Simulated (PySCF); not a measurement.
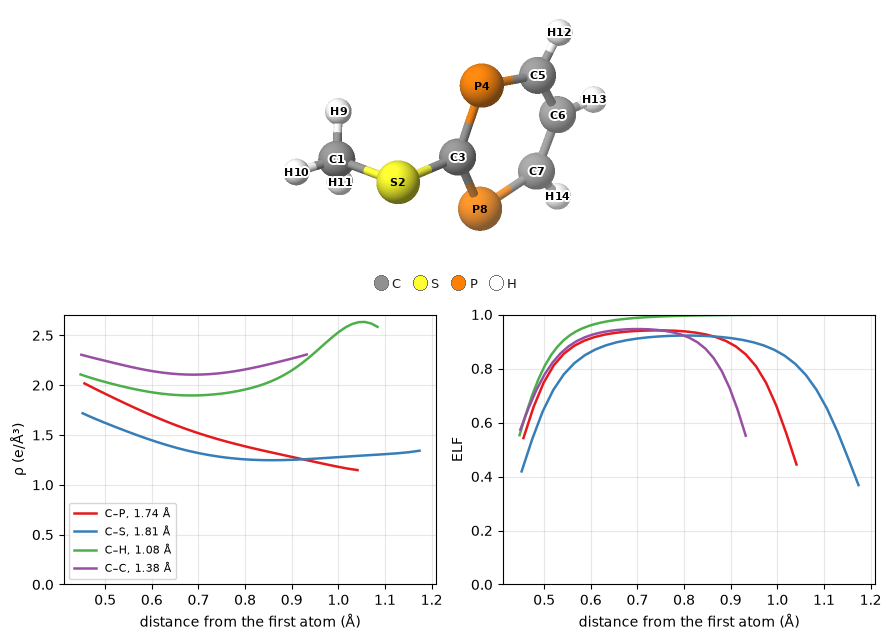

*C5H6P2S (SMILES CSc1pcccp1). Total electron density and ELF along straight lines between neighbouring atoms. The curves leave out the atomic cores. The structure is drawn too.*

Geometry: GFN2-xTB.

All numbers below come from PySCF 2.14.0, wB97X-D/def2-SVPD, SCF density, gas phase.

```yaml
atoms:
  - { symbol: C, position_ang: [2.9679, 0.1006, 0.3170] }
  - { symbol: S, position_ang: [2.0118, -0.1709, 1.8388] }
  - { symbol: C, position_ang: [0.3655, -0.1099, 1.0982] }
  - { symbol: P, position_ang: [-0.2505, -1.6661, 0.6318] }
  - { symbol: C, position_ang: [-1.8045, -1.2597, -0.0252] }
  - { symbol: C, position_ang: [-2.3950, -0.0158, -0.1304] }
  - { symbol: C, position_ang: [-1.8503, 1.1904, 0.2650] }
  - { symbol: P, position_ang: [-0.3051, 1.4903, 0.9952] }
  - { symbol: H, position_ang: [2.7636, -0.7051, -0.3844] }
  - { symbol: H, position_ang: [4.0148, 0.0977, 0.6016] }
  - { symbol: H, position_ang: [2.6955, 1.0617, -0.1128] }
  - { symbol: H, position_ang: [-2.3732, -2.1097, -0.3843] }
  - { symbol: H, position_ang: [-3.3878, 0.0175, -0.5667] }
  - { symbol: H, position_ang: [-2.4533, 2.0785, 0.1140] }
```

What kind of bonding do the profiles show?

C–P (1.74 Å): ρ is about 1.3 e/Å³ halfway; the ELF peaks at about 0.95 between the atoms: a covalent bond.
C–S (1.81 Å): the density is about 1.3 e/Å³ at the midpoint; the ELF peaks at about 0.90 between the atoms (localised, covalent bonding).
C–H (1.08 Å): ρ is about 2 e/Å³ halfway; the ELF climbs to about 1 towards the hydrogen, as it does in any bond to H (an ordinary covalent bond to hydrogen).
C–C (1.38 Å): the density is about 2.1 e/Å³ at the midpoint; the ELF peaks at about 0.95 between the atoms: a covalent bond.
